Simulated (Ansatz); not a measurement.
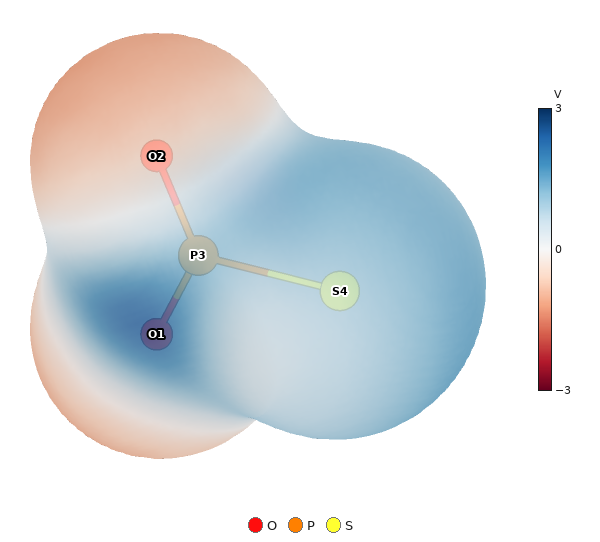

The picture shows: O₂PS (SMILES O=P(=O)[S]) (doublet). The electrostatic potential painted on the density surface at 0.002 e/bohr³, seen at a tilt; the colour scale runs from red (negative) to blue (positive).

Geometry: B3LYP-D3(BJ)/def2-SVP.

These are results of isolated molecule in a Gaussian basis; Kohn-Sham density functional theory, functional PBE0 in Ansatz, not measurements.

Input file:

```
crystal:
  periodic: [false, false, false]
  atoms:
    - symbol: O
      position_ang: [-2.382095, -0.509296, 1.523289]
    - symbol: O
      position_ang: [-0.894318, 0.392117, -0.553634]
    - symbol: P
      position_ang: [-1.143293, -0.245097, 0.758406]
    - symbol: S
      position_ang: [0.535021, -0.877481, 1.686183]
basis:
  gaussian:
    orbitals: def2-TZVPD
magnetization:
  spin_polarized: true
  initial_magnetization: 1
hamiltonian:
  xc: pbe0
output: {forces: true, orbitals: {seedname: orbitals}}
```

Launched as:

```sh
ansatz run input.yaml --threads 1 --pin off --max-ram 2610MiB --events-out events.jsonl --progress --plain --runs-dir runs
```

> Describe the electrostatic potential map.

The most negative region (about −1.1 V) lies over O1 and O2, the most positive (about +2.3 V) over P3.
